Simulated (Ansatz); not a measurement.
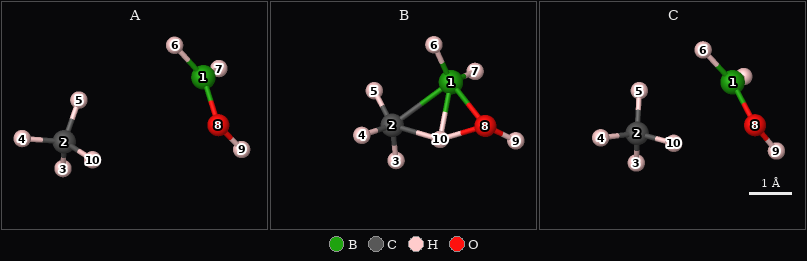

3 geometries from a converged minimum-energy path of CH₇BO, shuffled. A ball-and-stick model, seen at a tilt.

These are results of Ansatz, RKS revPBE/def2-mTZVP, not measurements. Settings: 9 movable images; climbing image; force threshold 0.03 eV/Å; iteration limit 60; starting path through a guess of the saddle point.

Which frame is the transition state?

Answer. B. In order along the path, whose images run from 0 to 10: B (image 3, +24.5 kcal/mol), C (image 5, −20.0 kcal/mol), A (image 8, −27.2 kcal/mol). Breaking: B1–C2 (1.60 → 1.80 at the top → 4.62 Å), O8–H10 (0.98 → 1.27 at the top → 3.70 Å). Forming: B1–O8 (1.80 → 1.61 at the top → 1.37 Å), C2–H10 (2.86 → 1.40 at the top → 1.10 Å).

The run took 6.6 min on 1 thread of Arm Neoverse V1 (shared host), peak memory 0.13 GiB.
